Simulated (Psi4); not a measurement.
# singlet C2H6N+ at 4 levels

We compute a comparison of 4 runs (BLYP/def2-SVPD, PBE/def2-SVPD, SVWN5/def2-SVPD, revPBE/def2-SVPD) of singlet C2H6N+. 

The results are computed with Psi4 1.11.

## Step 1: The structure to begin with

C2H6N+ has 9 atoms, charge +1, and is taken as a singlet. As SMILES of the parent species, `[CH2]CN`. The shape is that of a GFN2-xTB optimisation. This is one conformer, not always the lowest. That shape belongs to the parent species and isn't relaxed for this state.

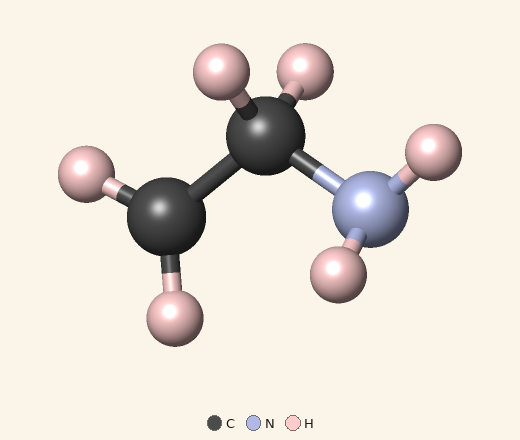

Viewed from a chosen angle; carbon dark grey, nitrogen light blue, hydrogen pink.

## Step 2: The energy at BLYP/def2-SVPD (run 1)

File c2h6n.dat:

```
memory 1.6 GB

molecule {
  1 1
  C
  C 1 1.47005
  N 2 1.450185 1 112.30398
  H 1 1.071307 2 119.78775 3 -176.4016
  H 1 1.070559 4 119.69796 2 -178.36397
  H 2 1.114748 3 112.76462 1 123.56939
  H 2 1.103128 6 105.01185 1 118.09098
  H 3 1.01348 2 110.92095 7 63.98928
  H 3 1.013782 8 108.31961 2 -121.52908
  symmetry c1
  no_reorient
  no_com
}

set {
  basis def2-SVPD
  puream true
  e_convergence 1e-09
  d_convergence 1e-08
  scf_type pk
  dft_radial_points 99
  dft_spherical_points 590
}

e, wfn = energy("blyp", return_wfn=True)
oeprop(wfn, "DIPOLE", "WIBERG_LOWDIN_INDICES", "MULLIKEN_CHARGES")
```

Command:

```
$ psi4 c2h6n.dat c2h6n.out -n 1
```

c2h6n.out:

```text
[...]
  Running in c1 symmetry.
[...]
  Nuclear repulsion =   76.742634583568758
[...]
  Multiplicity = 1
[...]
  Nalpha       = 12
  Nbeta        = 12
[...]
    Number of basis functions: 108
[...]
   @RKS iter   1:  -133.74055514870122    1.27842e-01   7.38276e-03 ADIIS/DIIS
[...]
   @RKS iter  14:  -134.04998134428635   -1.08002e-12   2.42736e-09 DIIS
[...]
    Orbital Energies [Eh]
    ---------------------
    Doubly Occupied:
       1A    -14.249076     2A    -10.252475     3A    -10.221009
       4A     -1.044687     5A     -0.917601     6A     -0.795797
       7A     -0.693750     8A     -0.673790     9A     -0.638746
      10A     -0.604459    11A     -0.591237    12A     -0.441517
[...]
  @RKS Final Energy:  -134.04998134428635
   => Energetics <=
    Nuclear Repulsion Energy =             76.7426345835687584
    One-Electron Energy =                -325.2717421672020350
    Two-Electron Energy =                 134.0326887743708255
    DFT Exchange-Correlation Energy =     -19.5535625350239002
    Empirical Dispersion Energy =           0.0000000000000000
    VV10 Nonlocal Energy =                  0.0000000000000000
    Total Energy =                       -134.0499813442863513
[...]
 Multipole Moments:
 ------------------------------------------------------------------------------------
     Multipole            Electronic (a.u.)      Nuclear  (a.u.)        Total (a.u.)
 ------------------------------------------------------------------------------------
 L = 1.  Multiply by 2.5417464519 to convert [e a0] to [Debye]
 Dipole X            :          0.2145706           -0.6385498           -0.4239792
 Dipole Y            :         -0.0781480            0.7294990            0.6513510
 Dipole Z            :         -0.4031493            0.0238872           -0.3792621
 Magnitude           :                                                    0.8647868
[...]
  Mulliken Charges: (a.u.)
   Center  Symbol    Alpha    Beta     Spin     Total
       1     C     2.58156  2.58156  0.00000  0.83687
       2     C     2.73238  2.73238  0.00000  0.53524
       3     N     3.43334  3.43334  0.00000  0.13331
       4     H     0.60967  0.60967  0.00000 -0.21935
       5     H     0.67025  0.67025  0.00000 -0.34050
       6     H     0.47820  0.47820  0.00000  0.04361
       7     H     0.51989  0.51989  0.00000 -0.03978
       8     H     0.49337  0.49337  0.00000  0.01325
       9     H     0.48133  0.48133  0.00000  0.03735
   Total alpha = 12.00000, Total beta = 12.00000, Total charge =  1.00000
[...]
```

It took 29 s on 1 thread of AMD EPYC 7R43 (Zen 3), shared host; peak memory 0.6 GiB.

## Step 3: A single-point energy at PBE/def2-SVPD (run 2)

File c2h6n.inp:

```
memory 1600 mb

molecule system {
  1 1
  C     -0.885650     0.477580    -0.756320
  C      0.400520    -0.026820    -0.253930
  N      0.263130    -0.719740     1.012570
  H     -0.931840     0.958580    -1.712460
  H     -1.781620     0.344610    -0.185660
  H      1.127210     0.817220    -0.207220
  H      0.837500    -0.740650    -0.972530
  H      1.169750    -0.982500     1.381540
  H     -0.198990    -0.128280     1.694020
  units angstrom
  symmetry c1
  no_reorient
  no_com
}

set basis def2-SVPD
set puream true
set e_convergence 1e-09
set d_convergence 1e-08
set scf_type pk
set dft_radial_points 99
set dft_spherical_points 590

e, wfn = energy('pbe', return_wfn=True)
oeprop(wfn, 'MULLIKEN_CHARGES', 'DIPOLE', 'MAYER_INDICES')
```

Command:

```
$ psi4 -n 1 c2h6n.inp c2h6n.out
```

c2h6n.out:

```text
[...]
  Running in c1 symmetry.
[...]
  Nuclear repulsion =   76.742630235954948
[...]
  Multiplicity = 1
[...]
  Nalpha       = 12
  Nbeta        = 12
[...]
    Number of basis functions: 108
[...]
   @RKS iter   1:  -133.66109891980850    1.16285e-01   6.92722e-03 DIIS/ADIIS
[...]
   @RKS iter  14:  -133.93448959518383   -5.88329e-12   2.20725e-09 DIIS
[...]
    Orbital Energies [Eh]
    ---------------------
    Doubly Occupied:
       1A    -14.227022     2A    -10.224094     3A    -10.194848
       4A     -1.053814     5A     -0.923868     6A     -0.800830
       7A     -0.698331     8A     -0.679107     9A     -0.642659
      10A     -0.607451    11A     -0.594469    12A     -0.446878
[...]
  @RKS Final Energy:  -133.93448959518383
   => Energetics <=
    Nuclear Repulsion Energy =             76.7426302359549481
    One-Electron Energy =                -325.2742219120121945
    Two-Electron Energy =                 134.0234552432004023
    DFT Exchange-Correlation Energy =     -19.4263531623269756
    Empirical Dispersion Energy =           0.0000000000000000
    VV10 Nonlocal Energy =                  0.0000000000000000
    Total Energy =                       -133.9344895951838339
[...]
 Multipole Moments:
 ------------------------------------------------------------------------------------
     Multipole            Electronic (a.u.)      Nuclear  (a.u.)        Total (a.u.)
 ------------------------------------------------------------------------------------
 L = 1.  Multiply by 2.5417464519 to convert [e a0] to [Debye]
 Dipole X            :          1.5759084           -1.6003335           -0.0244251
 Dipole Y            :          4.4350747           -3.9016041            0.5334706
 Dipole Z            :         -2.2693441            1.9354197           -0.3339244
 Magnitude           :                                                    0.6298356
[...]
  Mulliken Charges: (a.u.)
   Center  Symbol    Alpha    Beta     Spin     Total
       1     C     2.67860  2.67860  0.00000  0.64280
       2     C     2.85065  2.85065  0.00000  0.29870
       3     N     3.50764  3.50764  0.00000 -0.01528
       4     H     0.55026  0.55026  0.00000 -0.10052
       5     H     0.60836  0.60836  0.00000 -0.21672
       6     H     0.42302  0.42302  0.00000  0.15397
       7     H     0.45929  0.45929  0.00000  0.08143
       8     H     0.46753  0.46753  0.00000  0.06493
       9     H     0.45466  0.45466  0.00000  0.09068
   Total alpha = 12.00000, Total beta = 12.00000, Total charge =  1.00000
[...]
```

It took 31 s on 1 thread of AMD EPYC 7R43 (Zen 3), shared host; peak memory 0.59 GiB.

## Step 4: Energy and forces at SVWN5/def2-SVPD (run 3)

File calc.in:

```
memory 1.6 GB

molecule mol {
  1 1
  C
  C 1 R2
  N 2 R3 1 A3
  H 1 R4 2 A4 3 D4
  H 1 R5 4 A5 2 D5
  H 2 R6 3 A6 1 D6
  H 2 R7 6 A7 1 D7
  H 3 R8 2 A8 7 D8
  H 3 R9 8 A9 2 D9

  R2 = 1.47005
  R3 = 1.450185
  A3 = 112.30398
  R4 = 1.071307
  A4 = 119.78775
  D4 = -176.4016
  R5 = 1.070559
  A5 = 119.69796
  D5 = -178.36397
  R6 = 1.114748
  A6 = 112.76462
  D6 = 123.56939
  R7 = 1.103128
  A7 = 105.01185
  D7 = 118.09098
  R8 = 1.01348
  A8 = 110.92095
  D8 = 63.98928
  R9 = 1.013782
  A9 = 108.31961
  D9 = -121.52908
  symmetry c1
  no_reorient
  no_com
}

set {
  basis def2-SVPD
  puream true
  e_convergence 1e-09
  d_convergence 1e-08
  scf_type pk
  dft_radial_points 99
  dft_spherical_points 590
}

E = gradient("scf", dft_functional={"name": "SVWN5", "x_functionals": {"LDA_X": {}}, "c_functionals": {"LDA_C_VWN": {}}})
```

Command:

```
$ psi4 -i calc.in -o calc.out -n 1
```

calc.out:

```text
[...]
  Running in c1 symmetry.
[...]
  Nuclear repulsion =   76.742634583568758
[...]
  Multiplicity = 1
[...]
  Nalpha       = 12
  Nbeta        = 12
[...]
    Number of basis functions: 108
[...]
   @RKS iter   1:  -132.59852534791366    1.94682e-01   7.30639e-03 DIIS/ADIIS
[...]
   @RKS iter  14:  -132.90210445141889   -4.54747e-12   1.26637e-09 DIIS
[...]
  @RKS Final Energy:  -132.90210445141889
   => Energetics <=
    Nuclear Repulsion Energy =             76.7426345835687584
    One-Electron Energy =                -325.2505900698105279
    Two-Electron Energy =                 133.9577616368779616
    DFT Exchange-Correlation Energy =     -18.3519106020550780
    Empirical Dispersion Energy =           0.0000000000000000
    VV10 Nonlocal Energy =                  0.0000000000000000
    Total Energy =                       -132.9021044514188929
[...]
 Multipole Moments:
 ------------------------------------------------------------------------------------
     Multipole            Electronic (a.u.)      Nuclear  (a.u.)        Total (a.u.)
 ------------------------------------------------------------------------------------
 L = 1.  Multiply by 2.5417464519 to convert [e a0] to [Debye]
 Dipole X            :          0.2023816           -0.6385498           -0.4361682
 Dipole Y            :         -0.0986977            0.7294990            0.6308013
 Dipole Z            :         -0.3043019            0.0238872           -0.2804147
 Magnitude           :                                                    0.8165693
[...]
  -Total Gradient:
     Atom            X                  Y                   Z
    ------   -----------------  -----------------  -----------------
       1       -0.003980381917    -0.020667581969    -0.061313929455
       2       -0.009237252855     0.072663553999     0.044776522113
       3        0.011740265154    -0.042596087514     0.002369719777
       4        0.001758203095    -0.021625225792     0.012663714117
       5        0.001906449407     0.022270831599     0.014204462254
       6        0.007210535718    -0.011870510530    -0.001910988753
       7       -0.010231325227    -0.018025874658    -0.001219613841
       8       -0.003800832438     0.004356011706    -0.014118903416
       9        0.004633425138     0.015494959555     0.004547525851
[...]
```

Run time: 28 s. Hardware: 1 thread of AMD EPYC 7R43 (Zen 3), shared host; peak memory 0.59 GiB.

## Step 5: Energy and gradient at revPBE/def2-SVPD (run 4)

File c2h6n.json:

```json
{
  "schema_name": "qcschema_input",
  "schema_version": 1,
  "molecule": {
    "schema_name": "qcschema_molecule",
    "schema_version": 2,
    "symbols": ["C", "C", "N", "H", "H", "H", "H", "H", "H"],
    "geometry": [-1.67363594, 0.9024954, -1.42923766, 0.75687311, -0.05068245, -0.47985815, 0.49724364, -1.36011148, 1.91347998, -1.76092239, 1.81145367, -3.2360804, -3.36677386, 0.65121852, -0.35084655, 2.13011818, 1.54432198, -0.39158905, 1.58264563, -1.39962565, -1.83781535, 2.21050713, -1.85665592, 2.61073223, -0.3760366, -0.24241407, 3.20123385],
    "molecular_charge": 1,
    "molecular_multiplicity": 1,
    "fix_symmetry": "c1"
  },
  "driver": "gradient",
  "model": {
    "method": "revpbe",
    "basis": "def2-SVPD"
  },
  "keywords": {
    "reference": "rks",
    "puream": true,
    "e_convergence": 1e-09,
    "d_convergence": 1e-08,
    "scf_type": "pk",
    "dft_radial_points": 99,
    "dft_spherical_points": 590,
    "scf_properties": ["DIPOLE", "MAYER_INDICES", "MULLIKEN_CHARGES"]
  }
}
```

Command:

```
$ psi4 --qcschema c2h6n.json -n 1 --memory 1600MB
```

stdout:

```text
[...]
  Running in c1 symmetry.
[...]
  Nuclear repulsion =   76.742630329391901
[...]
  Multiplicity = 1
[...]
  Nalpha       = 12
  Nbeta        = 12
[...]
    Number of basis functions: 108
[...]
   @RKS iter   1:  -133.81943271575699    8.82968e-02   6.72893e-03 ADIIS/DIIS
[...]
   @RKS iter  14:  -134.07772188860582   -2.18847e-12   2.82532e-09 DIIS
[...]
  @RKS Final Energy:  -134.07772188860582
   => Energetics <=
    Nuclear Repulsion Energy =             76.7426303293919005
    One-Electron Energy =                -325.2590532060573878
    Two-Electron Energy =                 134.0171549857957416
    DFT Exchange-Correlation Energy =     -19.5784539977360765
    Empirical Dispersion Energy =           0.0000000000000000
    VV10 Nonlocal Energy =                  0.0000000000000000
    Total Energy =                       -134.0777218886058222
[...]
 Multipole Moments:
 ------------------------------------------------------------------------------------
     Multipole            Electronic (a.u.)      Nuclear  (a.u.)        Total (a.u.)
 ------------------------------------------------------------------------------------
 L = 1.  Multiply by 2.5417464519 to convert [e a0] to [Debye]
 Dipole X            :         -0.4105113            0.4515346            0.0410233
 Dipole Y            :         -0.0884495            0.8155955            0.7271460
 Dipole Z            :         -0.1654078           -0.2672196           -0.4326274
 Magnitude           :                                                    0.8471072
[...]
  -Total Gradient:
     Atom            X                  Y                   Z
    ------   -----------------  -----------------  -----------------
       1       -0.046140569943     0.011120019551     0.004337612643
       2        0.053410600456     0.016602226697    -0.028822870210
       3       -0.016644888237    -0.016611484398     0.012374978287
       4        0.001432433417    -0.012767067778     0.018626030862
       5        0.020682968537     0.000464358658    -0.011808821279
       6       -0.006198512245    -0.008688254600     0.005536575368
       7       -0.006507304414     0.000724751714     0.017686908470
       8       -0.007719808362     0.007944057595    -0.005860734281
       9        0.007683538266     0.001212529634    -0.012069309513
[...]
```

The result, in JSON:

```text
{
 "driver": "gradient",
 "model": {
  "method": "revpbe",
  "basis": "def2-SVPD"
 },
 "success": true,
 "return_result": [-0.04614056994296103, 0.011120019550513824, 0.00433761264253596, 0.05341060045640596, 0.016602226697004282, -0.02882287021023516, -0.016644888237347874, -0.016611484398196805, 0.012374978287280333, 0.001432433417469266, -0.012767067778336708, 0.018626030862083087, 0.020682968537257596, 0.0004643586578625958, -0.011808821279313236, -0.006198512245374044, -0.008688254599967582, 0.005536575367596396, -0.00650730441373934, 0.0007247517141498183, 0.01768690847045709, -0.007719808361500269, 0.00794405759537245, -0.005860734280604241, 0.00768353826593865, 0.0012125296340270153, -0.012069309513150078],
 "properties": {
  "calcinfo_nbasis": 108,
  "calcinfo_nmo": 108,
  "calcinfo_nalpha": 12,
  "calcinfo_nbeta": 12,
  "calcinfo_natom": 9,
  "nuclear_repulsion_energy": 76.7426303293919,
  "return_energy": -134.07772188860582,
  "return_gradient": [-0.04614056994296103, 0.011120019550513824, 0.00433761264253596, 0.05341060045640596, 0.016602226697004282, -0.02882287021023516, -0.016644888237347874, -0.016611484398196805, 0.012374978287280333, 0.001432433417469266, -0.012767067778336708, 0.018626030862083087, 0.020682968537257596, 0.0004643586578625958, -0.011808821279313236, -0.006198512245374044, -0.008688254599967582, 0.005536575367596396, -0.00650730441373934, 0.0007247517141498183, 0.01768690847045709, -0.007719808361500269, 0.00794405759537245, -0.005860734280604241, 0.00768353826593865, 0.0012125296340270153, -0.012069309513150078],
  "scf_one_electron_energy": -325.2590532060574,
  "scf_two_electron_energy": 134.01715498579574,
  "scf_xc_energy": -19.578453997736077,
  "scf_dipole_moment": [0.041023287797325836, 0.7271460147946328, -0.4326273795782262],
  "scf_total_energy": -134.07772188860582,
  "scf_total_gradient": [-0.04614056994296103, 0.011120019550513824, 0.00433761264253596, 0.05341060045640596, 0.016602226697004282, -0.02882287021023516, -0.016644888237347874, -0.016611484398196805, 0.012374978287280333, 0.001432433417469266, -0.012767067778336708, 0.018626030862083087, 0.020682968537257596, 0.0004643586578625958, -0.011808821279313236, -0.006198512245374044, -0.008688254599967582, 0.005536575367596396, -0.00650730441373934, 0.0007247517141498183, 0.01768690847045709, -0.007719808361500269, 0.00794405759537245, -0.005860734280604241, 0.00768353826593865, 0.0012125296340270153, -0.012069309513150078],
  "scf_iterations": 14
 }
}
```

It took 38 s on 1 thread of AMD EPYC 7R43 (Zen 3), shared host; peak memory 0.59 GiB.

## Step 6: The series

```
run             level      task  energy (Eh)  HOMO energy (eV)  LUMO energy (eV)  HOMO–LUMO gap (eV)  wall time
  1    BLYP/def2-SVPD    energy  -134.049981            -12.01            -11.23                0.79       29 s
  2     PBE/def2-SVPD    energy  -133.934490            -12.16            -11.33                0.83       31 s
  3   SVWN5/def2-SVPD  gradient  -132.902104            -12.32            -11.44                0.88       28 s
  4  revPBE/def2-SVPD  gradient  -134.077722            -12.10            -11.28                0.82       38 s
```

## Step 7: Outcome

| quantity | value |
| --- | --- |
| run 4: total energy | -134.07772 Eh |
| run 4: HOMO energy | -12.10 eV |
| run 4: LUMO energy | -11.28 eV |
| run 4: HOMO–LUMO gap | 0.82 eV |
| run 4: largest force on an atom | 3.236 eV/Å |

What this shows: The HOMO–LUMO gap runs from 0.79 eV (BLYP/def2-SVPD) to 0.88 eV (SVWN5/def2-SVPD). Totals of different functionals can't be ranked against each other. All runs together took 2.1 min, the longest 38 s.
